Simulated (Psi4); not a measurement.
# InH2OF (SMILES [OH][InH][F]) at CAM-B3LYP-D3(BJ)+ATM/def2-TZVPPD (density fitting, core potential)

Aim: the vertical ionisation energy of InH2OF at CAM-B3LYP-D3(BJ)+ATM/def2-TZVPPD (density fitting, core potential), from 2 runs. 

Program for the calculation: Psi4 1.11.

3 further runs of the same task are left out: 1 that didn't finish, 2 set aside as unsound or not needed.

## (1) The structure to begin with

InH2OF has 5 atoms, charge 0, and is taken as a singlet. SMILES: `[OH][InH][F]`. The coordinates come from a PBE0-D4/def2-TZVP relaxation. This is a higher conformer, about 10 kJ/mol above the lowest found by a separate search.

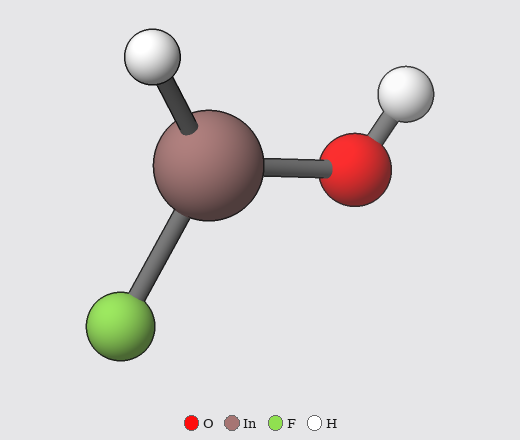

The structure, seen from a chosen angle (oxygen red, indium brown, fluorine green, hydrogen white).

## (2) Energy and gradient at CAM-B3LYP-D3(BJ)+ATM/def2-TZVPPD (density fitting, core potential)

fh2ino.json

```json
{
  "schema_name": "qcschema_input",
  "schema_version": 1,
  "molecule": {
    "schema_name": "qcschema_molecule",
    "schema_version": 2,
    "symbols": ["O", "In", "F", "H", "H"],
    "geometry": [-2.41790458, -0.65365627, -1.09112786, 0.90725751, 0.08031336, 0.39684249, 2.24102621, -3.12692982, 1.59020453, -3.26015551, 0.81220429, -1.74931947, 2.62388472, 2.74898459, 0.77516566],
    "molecular_charge": 0,
    "molecular_multiplicity": 1,
    "fix_com": true,
    "fix_orientation": true
  },
  "driver": "gradient",
  "model": {
    "method": "cam-b3lyp-d3bjatm",
    "basis": "def2-TZVPPD"
  },
  "keywords": {
    "scf_type": "df"
  }
}
```

Run with:

```bash
$ psi4 --qcschema fh2ino.json -n 1 --memory 1600MB
```

stdout:

```text
[...]
    !!!  WARNING: ECP capability is in beta. Please check occupations closely.  !!!
[...]
  Running in c1 symmetry.
[...]
  Nuclear repulsion =  128.357212546357431
[...]
  Multiplicity = 1
[...]
  Nalpha       = 20
  Nbeta        = 20
[...]
    Number of basis functions: 170
[...]
   @DF-RKS iter   1:  -366.07434627741674   -1.23489e+00   6.13429e-03 ADIIS/DIIS
[...]
   @DF-RKS iter  12:  -366.46069782144565   -1.40972e-11   4.55311e-09 DIIS
[...]
    Orbital Energies [Eh]
    ---------------------
    Doubly Occupied:
       1A    -24.687207     2A    -19.198841     3A     -4.776705
       4A     -3.188504     5A     -3.176844     6A     -3.175549
       7A     -1.182120     8A     -1.059189     9A     -0.871001
      10A     -0.866620    11A     -0.865374    12A     -0.860809
      13A     -0.853317    14A     -0.557244    15A     -0.498783
      16A     -0.438620    17A     -0.437951    18A     -0.433492
      19A     -0.387367    20A     -0.386627
[...]
  @DF-RKS Final Energy:  -366.46069782144565
   => Energetics <=
    Nuclear Repulsion Energy =            128.3572125463574309
    One-Electron Energy =                -835.7884329602293292
    Two-Electron Energy =                 367.6743579707650724
    DFT Exchange-Correlation Energy =     -26.7020733155730490
    Empirical Dispersion Energy =          -0.0017620627658140
    VV10 Nonlocal Energy =                  0.0000000000000000
    Total Energy =                       -366.4606978214456490
[...]
 Multipole Moments:
 ------------------------------------------------------------------------------------
     Multipole            Electronic (a.u.)      Nuclear  (a.u.)        Total (a.u.)
 ------------------------------------------------------------------------------------
 L = 1.  Multiply by 2.5417464519 to convert [e a0] to [Debye]
 Dipole X            :        -19.2600019           19.2421362           -0.0178657
 Dipole Y            :         29.7811721          -28.1238491            1.6573230
 Dipole Z            :        -13.2333755           12.9423564           -0.2910191
 Magnitude           :                                                    1.6827748
[...]
  -Total Gradient:
     Atom            X                  Y                   Z
    ------   -----------------  -----------------  -----------------
       1       -0.000960412488    -0.002209964654    -0.000088858744
       2       -0.000978168989    -0.001814234763    -0.000168726887
       3       -0.000308146550     0.000423739316    -0.000220657531
       4        0.000765155611     0.001480615593     0.000119312105
       5        0.001183958365     0.001828255755     0.000264277174
[...]
```

The result, in JSON:

```text
{
 "driver": "gradient",
 "model": {
  "method": "cam-b3lyp-d3bjatm",
  "basis": "def2-TZVPPD"
 },
 "success": true,
 "return_result": [-0.0009604124878667386, -0.002209964654187844, -8.885874437060658e-05, -0.0009781689888200013, -0.001814234763381022, -0.00016872688654985307, -0.00030814655008139057, 0.0004237393158702908, -0.00022065753091524848, 0.0007651556109807227, 0.001480615592837679, 0.00011931210503242388, 0.0011839583647360104, 0.0018282557547168205, 0.0002642771744148883],
 "properties": {
  "calcinfo_nbasis": 170,
  "calcinfo_nmo": 170,
  "calcinfo_nalpha": 20,
  "calcinfo_nbeta": 20,
  "calcinfo_natom": 5,
  "nuclear_repulsion_energy": 128.35721254635743,
  "return_energy": -366.46069782144565,
  "return_gradient": [-0.0009604124878667386, -0.002209964654187844, -8.885874437060658e-05, -0.0009781689888200013, -0.001814234763381022, -0.00016872688654985307, -0.00030814655008139057, 0.0004237393158702908, -0.00022065753091524848, 0.0007651556109807227, 0.001480615592837679, 0.00011931210503242388, 0.0011839583647360104, 0.0018282557547168205, 0.0002642771744148883],
  "scf_one_electron_energy": -835.7884329602293,
  "scf_two_electron_energy": 367.6743579707651,
  "scf_xc_energy": -26.70207331557305,
  "scf_dispersion_correction_energy": -0.0017620627658140099,
  "scf_dipole_moment": [-0.017865736377501662, 1.657323030031904, -0.29101914569361576],
  "scf_total_energy": -366.46069782144565,
  "scf_total_gradient": [-0.0009604124878667386, -0.002209964654187844, -8.885874437060658e-05, -0.0009781689888200013, -0.001814234763381022, -0.00016872688654985307, -0.00030814655008139057, 0.0004237393158702908, -0.00022065753091524848, 0.0007651556109807227, 0.001480615592837679, 0.00011931210503242388, 0.0011839583647360104, 0.0018282557547168205, 0.0002642771744148883],
  "scf_iterations": 12
 }
}
```

It took 24 s on 1 thread of Intel Xeon Platinum 8259CL at 2.50GHz (Skylake/Cascade Lake), shared host; peak memory 0.9 GiB.

## (3) The doublet cation

job.dat

```
memory 1.6 GB

molecule geom {
  1 2
  O     -2.41790458    -0.65365627    -1.09112786
  In     0.90725751     0.08031336     0.39684249
  F      2.24102621    -3.12692982     1.59020453
  H     -3.26015551     0.81220429    -1.74931947
  H      2.62388472     2.74898459     0.77516566
  units au
  no_reorient
  no_com
}

set basis def2-TZVPPD
set reference uks
set scf_type df

e = gradient("cam-b3lyp-d3bjatm")
print_variables()
```

Run with:

```bash
$ psi4 -n 1 job.dat job.out
```

job.out (excerpt; [...] marks lines left out):

```text
[...]
    !!!  WARNING: ECP capability is in beta. Please check occupations closely.  !!!
[...]
  Running in c1 symmetry.
[...]
  Nuclear repulsion =  128.357212546357431
[...]
  Multiplicity = 2
[...]
  Nalpha       = 20
  Nbeta        = 19
[...]
    Number of basis functions: 170
[...]
   @DF-UKS iter   1:  -365.63377322593340   -7.94322e-01   5.82352e-03 DIIS/ADIIS
[...]
   @DF-UKS iter  26:  -366.03433452752245    4.00098e-09   9.83286e-09 DIIS
[...]
   @S^2 Observed:                7.832760780E-01
[...]
  @DF-UKS Final Energy:  -366.03433452752245
   => Energetics <=
    Nuclear Repulsion Energy =            128.3572125463574309
    One-Electron Energy =                -825.1749084455141201
    Two-Electron Energy =                 357.2749934301942289
    DFT Exchange-Correlation Energy =     -26.4898699957942121
    Empirical Dispersion Energy =          -0.0017620627658140
    VV10 Nonlocal Energy =                  0.0000000000000000
    Total Energy =                       -366.0343345275224465
[...]
 Multipole Moments:
 ------------------------------------------------------------------------------------
     Multipole            Electronic (a.u.)      Nuclear  (a.u.)        Total (a.u.)
 ------------------------------------------------------------------------------------
 L = 1.  Multiply by 2.5417464519 to convert [e a0] to [Debye]
 Dipole X            :        -19.3913924           19.2421362           -0.1492562
 Dipole Y            :         29.7798862          -28.1238491            1.6560371
 Dipole Z            :        -13.3264064           12.9423564           -0.3840500
 Magnitude           :                                                    1.7065260
[...]
  -Total Gradient:
     Atom            X                  Y                   Z
    ------   -----------------  -----------------  -----------------
       1        0.001847314491    -0.007431477997     0.002164096683
       2       -0.033563031472     0.039973238768    -0.023092417341
       3        0.007166350198    -0.019073453002     0.006726227222
       4        0.021114265297    -0.003954603125     0.010914344737
       5        0.003147322127    -0.009793224110     0.003195807759
[...]
```

It took 49 s on 1 thread of Intel Xeon Platinum 8259CL at 2.50GHz (Skylake/Cascade Lake), shared host; peak memory 0.91 GiB.

## (4) What came out

At CAM-B3LYP-D3(BJ)+ATM/def2-TZVPPD (density fitting, core potential):

| quantity | value |
| --- | --- |
| singlet InH2OF: total energy | -366.46070 Eh |
| singlet InH2OF: dipole moment | 4.28 D |
| singlet InH2OF: HOMO energy | -10.52 eV |
| singlet InH2OF: LUMO energy | -0.74 eV |
| singlet InH2OF: HOMO–LUMO gap | 9.78 eV |
| singlet InH2OF: dispersion energy | -4.63 kJ/mol |
| singlet InH2OF: largest force on an atom | 0.124 eV/Å |
| doublet cation: total energy | -366.03433 Eh |
| doublet cation: HOMO energy (highest over α and β) | -17.20 eV |
| doublet cation: LUMO energy (lowest over α and β) | -12.71 eV |
| doublet cation: dispersion energy | -4.63 kJ/mol |
| doublet cation: ⟨S²⟩ | 0.783 |
| doublet cation: largest force on an atom | 2.935 eV/Å |
| vertical ionisation energy (to the doublet cation) | 11.602 eV |

Removing an electron at fixed nuclei costs 11.60 eV (268 kcal/mol). −ε(HOMO) before ionisation, 10.52 eV, is 1.08 eV below this ionisation energy.
